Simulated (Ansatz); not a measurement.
# Si₁₁AsH₂₂: a changed input and its effect

System: Si₁₁AsH₂₂ (Si12H22 bond rod), multiplicity 2.
Method of run 1: UKS HSE06 (plane-wave form)-D4/def2-TZVP (Ansatz 0.2.0).

The geometry comes from this level: r2SCAN-D4/def2-SVP. Text and figures count atoms from 1; the logs count them from 0 in places.

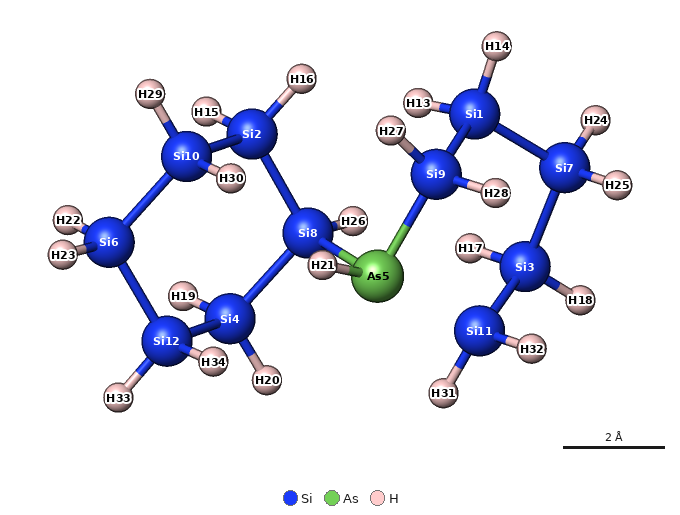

The structure as given in the input (ball-and-stick view, seen at a tilt; atoms are numbered from 1 in the order of the input). Bond lengths as drawn: As–H 1.56 Å, As–Si 2.38 Å, H–Si 1.50 Å and Si–Si 2.34 to 2.35 Å.

### Input file, run 1
```yaml
crystal:
  periodic: [false, false, false]
  atoms:
    - {symbol: Si, position_ang: [-1.884781, 0.705138, -2.818685]}
    - {symbol: Si, position_ang: [-1.902432, 0.495937, 1.623335]}
    - {symbol: Si, position_ang: [0.332784, -2.245917, -3.819516]}
    - {symbol: Si, position_ang: [1.080315, -1.889633, 2.208782]}
    - {symbol: As, position_ang: [1.378940, 0.716706, -0.501254]}
    - {symbol: Si, position_ang: [0.262879, 0.814781, 4.759877]}
    - {symbol: Si, position_ang: [-1.064787, -0.545126, -4.632596]}
    - {symbol: Si, position_ang: [-0.170328, -0.720308, 0.599383]}
    - {symbol: Si, position_ang: [-0.211319, 1.974971, -1.755527]}
    - {symbol: Si, position_ang: [-0.980885, 2.013495, 3.165282]}
    - {symbol: Si, position_ang: [2.015462, -1.147959, -2.626903]}
    - {symbol: Si, position_ang: [2.018961, -0.338614, 3.705748]}
    - {symbol: H, position_ang: [-2.546679, -0.210743, -1.836282]}
    - {symbol: H, position_ang: [-2.917781, 1.683984, -3.296171]}
    - {symbol: H, position_ang: [-2.798978, -0.451840, 2.361527]}
    - {symbol: H, position_ang: [-2.723206, 1.215774, 0.598046]}
    - {symbol: H, position_ang: [-0.456504, -3.100991, -2.876136]}
    - {symbol: H, position_ang: [0.813847, -3.117657, -4.943513]}
    - {symbol: H, position_ang: [0.186012, -2.819159, 2.973336]}
    - {symbol: H, position_ang: [2.140262, -2.698564, 1.525054]}
    - {symbol: H, position_ang: [1.426040, 1.730036, 0.689177]}
    - {symbol: H, position_ang: [-0.641237, -0.190865, 5.405032]}
    - {symbol: H, position_ang: [0.782910, 1.730828, 5.824408]}
    - {symbol: H, position_ang: [-2.214793, -1.091679, -5.423925]}
    - {symbol: H, position_ang: [-0.274116, 0.367115, -5.522019]}
    - {symbol: H, position_ang: [-0.694724, -1.666591, -0.437705]}
    - {symbol: H, position_ang: [-0.842813, 2.972897, -0.835073]}
    - {symbol: H, position_ang: [0.555404, 2.728991, -2.797948]}
    - {symbol: H, position_ang: [-2.078201, 2.782976, 3.834674]}
    - {symbol: H, position_ang: [-0.091133, 2.985752, 2.456900]}
    - {symbol: H, position_ang: [2.940891, -2.050037, -1.872096]}
    - {symbol: H, position_ang: [2.811134, -0.233810, -3.505948]}
    - {symbol: H, position_ang: [2.871271, -1.039685, 4.719178]}
    - {symbol: H, position_ang: [2.880186, 0.628195, 2.953057]}
basis:
  gaussian: {orbitals: def2-TZVP, fitting: {mean_field: def2-universal-jkfit}, initial_orbitals: start.molden}
magnetization: {spin_polarized: true, initial_magnetization: 1}
hamiltonian: {xc: hse06, dispersion: d4}
scf: {omitted_lower_state_checks: [starts]}
output: {orbitals: {seedname: orbitals}}
```

Command:
```bash
ansatz run in.yaml --threads 2 --pin off --events-out ev --progress --plain --max-ram 22528MiB --backend cuda --devices 0, --max-vram 18GiB
```

Hardware: 2 CPU threads, shared host.

### Output (run 1)
```
Functional definition: HSE06
  parameter a = 0.25
  parameter omega = 0.11/bohr
  exchange = pbe_x - a*pbe_x_sr(omega) + a*exact_x_sr(omega)
  correlation = pbe_c
these checks for a lower state are left out or cut short: starts
2070 factors; integrals over basis functions are off by at most 6.0e-1 eV
2070 factors; integrals over basis functions are off by at most 1.8e-7 eV
mean field evaluation 1: about -147810.5613 eV, gradient 5.1e-1 eV
mean field evaluation 2: about -147810.5492 eV, gradient 5.1e-1 eV
mean field evaluation 4: about -147810.5505 eV, gradient 1.8e-3 eV
mean field -147810.55054206 eV, -5431.9375428313 hartree, gradient 2.2e-5 eV, S^2 0.758527; 0 other end points of the search recorded, 0 dependent functions left out
reference -147810.55063715 eV, -5431.9375463256 hartree; 105, 104 occupied and 482, 483 virtual orbitals, 2070 factors
Total energy: -147812.02036055 eV, -5431.9915576642 hartree
Checks for a lower state left out: starts
```

For run 2 the input was changed thus:
```diff
-hamiltonian: {xc: hse06, dispersion: d4}
+hamiltonian: {xc: r2scan, dispersion: d4}
```

Predict how the results change.

The total energies belong to different models, so their difference says nothing on which is more stable or more accurate. The HOMO goes from −4.94 to −4.72 eV. The LUMO goes from −3.11 to −3.23 eV.

### Output (run 2)
```
Functional definition: r2SCAN
  parameter k0 = 0.174
  parameter k1 = 0.065
  parameter a1 = 4.9479
  exchange = r2scan_x(k0 = k0, k1 = k1, a1 = a1)
  correlation = r2scan_c
these checks for a lower state are left out or cut short: starts
2070 factors; integrals over basis functions are off by at most 6.0e-1 eV
mean field evaluation 1: about -147848.2497 eV, gradient 1.1e1 eV
mean field evaluation 2: about -147848.3964 eV, gradient 2.4e-1 eV
mean field evaluation 4: about -147848.3842 eV, gradient 9.6e-4 eV
mean field -147848.38415750 eV, -5433.3279025540 hartree, gradient 2.0e-5 eV, S^2 0.761880; 0 other end points of the search recorded, 0 dependent functions left out
reference -147848.38419289 eV, -5433.3279038544 hartree; 105, 104 occupied and 482, 483 virtual orbitals, 2070 factors
Total energy: -147848.86213671 eV, -5433.3454679659 hartree
Checks for a lower state left out: starts
```

### The two runs side by side

| quantity | run 1 | run 2 |
| --- | --- | --- |
| outcome | converged | converged |
| total energy (hartree) | −5431.991558 | −5433.345468 |
| HOMO (eV) | −4.94 | −4.72 |
| LUMO (eV) | −3.11 | −3.23 |
| ⟨S²⟩ | 0.759 | 0.762 |
| basis functions | 587 | 587 |
| wall time (shared host) | 12 s | 11 s |
